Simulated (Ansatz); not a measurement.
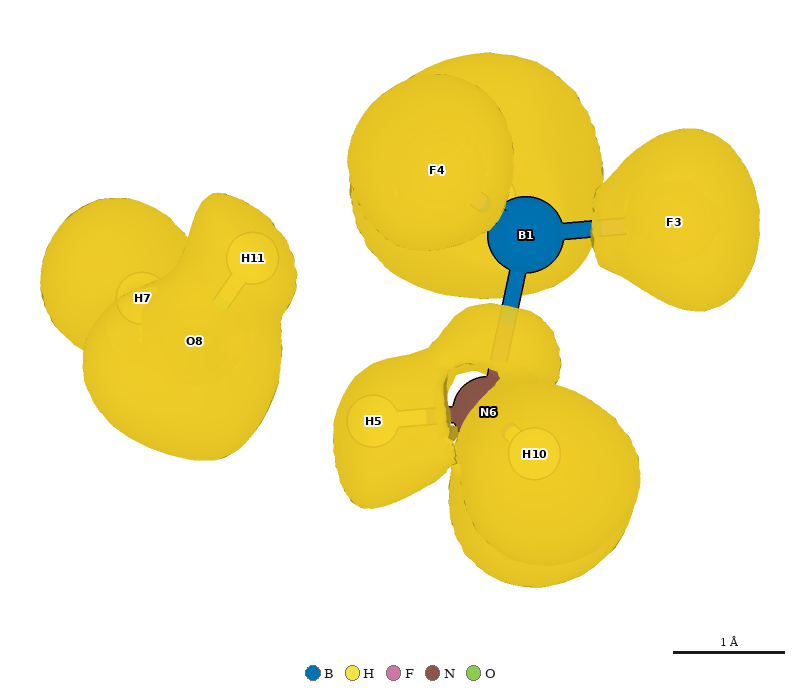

*BF2H4N···H2O. Isosurface of the ELF at 0.75 (yellow), seen across its widest extent. Core shells and regions of very low density are left out.*

Computed with RKS PBE0-D4/def2-SVP in Ansatz 0.2.0.

```xyz
11

B    -0.3421   -1.0543   -0.4830
H     0.6503   -1.2185   -1.1857
F    -1.4716   -1.7115   -0.9035
F    -0.0996   -1.2615    0.8891
H     0.0117    1.0425    0.0048
N    -0.7048    0.5401   -0.5586
H     2.1456    0.8868    1.0464
O     1.2387    1.0404    1.3342
H    -0.7071    0.8816   -1.5188
H    -1.6273    0.7098   -0.1530
H     0.9062    0.1446    1.5279
```

Question: Describe the localisation domains.

Answer: The surface consists of one region around a hydrogen nucleus, two regions on F in which the atom's valence shell and bonds are merged, one joined region spread over several atoms (H, N), in which their bonds and any lone pairs are merged and one joined region spread over several atoms (H, O), in which their bonds and any lone pairs are merged. Along the contacts the grid gives the following. O8···H5 (1.81 Å): the ELF dips to about 0.15 between them; by its geometry a hydrogen bond between the two molecules, with no shared pair. B–F (1.37 Å): the ELF peaks at about 0.85 between the atoms, as expected for a shared but strongly polarised pair.
